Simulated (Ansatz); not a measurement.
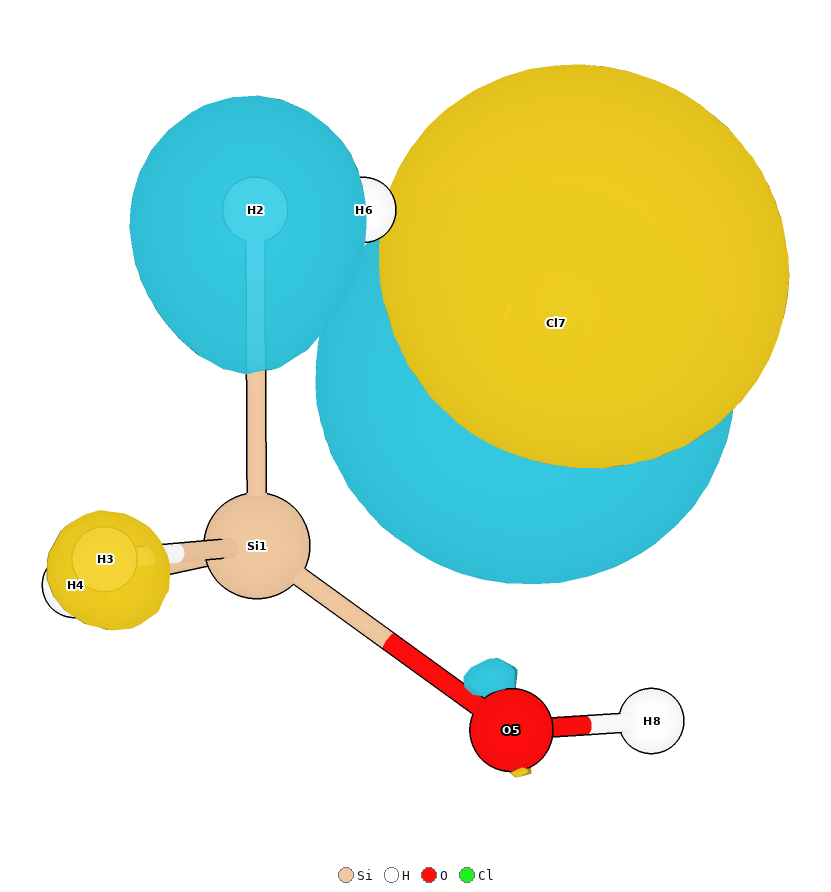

*H₄OSi···H···Cl. The HOMO−1 at ±0.15 Å⁻³ᐟ² (yellow and cyan are the two phases), seen at a tilt.*

A transition-state structure; geometry: PBE0-D4/def2-TZVP.

Method: Ansatz 0.2.0, RKS PBE0-D4/def2-TZVPP.

```yaml
atoms:
  - { symbol: Si, position_ang: [-0.4171, -0.3801, -0.1338] }
  - { symbol: H, position_ang: [1.2023, -0.9327, -0.2969] }
  - { symbol: H, position_ang: [-0.6760, -1.3507, -1.2273] }
  - { symbol: H, position_ang: [-0.9022, -0.9362, 1.1371] }
  - { symbol: O, position_ang: [-0.9180, 1.0006, -0.8153] }
  - { symbol: H, position_ang: [1.3439, -0.2732, 0.2807] }
  - { symbol: Cl, position_ang: [1.0507, 1.0854, 1.3649] }
  - { symbol: H, position_ang: [-0.6838, 1.7869, -0.3095] }
```

Q: Describe this orbital and give its energy.

A: Its weight (Hirshfeld) is mainly on Cl7 (about 80 %); largely a lone pair of Cl7. Its energy is −8.43 eV.
